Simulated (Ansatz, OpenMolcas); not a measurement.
## BH2Cl− (SMILES [BH2-]Cl): methods side by side

BH2Cl− has 4 atoms, charge -1, and is taken as a doublet. As SMILES, `[BH2-]Cl`. The coordinates come from a GFN2-xTB relaxation.

Quantity: the vertical detachment energy (to the singlet neutral), in eV. The values are calculated.

```json
{"level": "USVWN5/STO-3G", "kind": "LDA", "program": "Ansatz", "value (eV)": "-2.62", "less FCI/STO-3G": "+0.43"}
{"level": "UPBE/STO-3G", "kind": "GGA", "program": "Ansatz", "value (eV)": "-2.40", "less FCI/STO-3G": "+0.65"}
{"level": "UM06-2X/STO-3G", "kind": "hybrid meta-GGA", "program": "OpenMolcas", "value (eV)": "-2.19", "less FCI/STO-3G": "+0.86"}
{"level": "UPBE0/STO-3G", "kind": "global hybrid", "program": "Ansatz", "value (eV)": "-2.15", "less FCI/STO-3G": "+0.90"}
{"level": "UCAM-B3LYP/STO-3G", "kind": "range-separated hybrid", "program": "Ansatz", "value (eV)": "-2.14", "less FCI/STO-3G": "+0.91"}
{"level": "UMP2/STO-3G", "kind": "perturbation theory", "program": "Ansatz", "value (eV)": "-2.89", "less FCI/STO-3G": "+0.16"}
{"level": "UCCSD(T)/STO-3G", "kind": "coupled cluster or CI", "program": "Ansatz", "value (eV)": "-3.04", "less FCI/STO-3G": "+0.01"}
{"level": "UCCSD/STO-3G", "kind": "coupled cluster or CI", "program": "Ansatz", "value (eV)": "-3.00", "less FCI/STO-3G": "+0.05"}
{"level": "FCI/STO-3G", "kind": "exact in the basis", "program": "Ansatz", "value (eV)": "-3.05", "less FCI/STO-3G": "0.00"}
```

FCI/STO-3G is exact within its basis and frozen core, so for wave-function methods in that basis the difference is their error; functionals converge differently with the basis, so for them it is only a difference. Where it was recorded, the anion's HOMO is positive in UM06-2X/STO-3G: a fault of the level (basis or self-interaction), which says nothing on whether the real anion is bound. Sets without diffuse functions describe the anion poorly. The values span -3.05 to -2.14 eV. All rows use very small basis sets, so none should be taken for the real molecule's value.

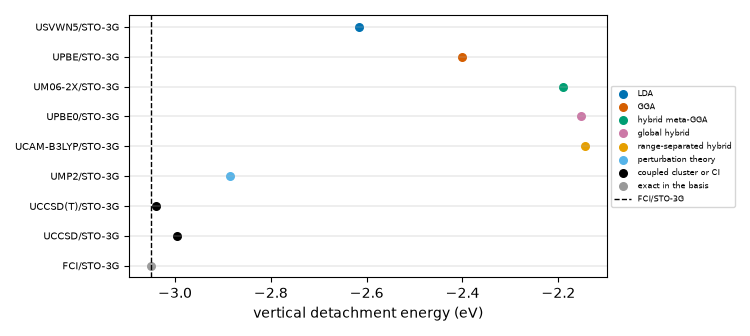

The values of the table, level by level.
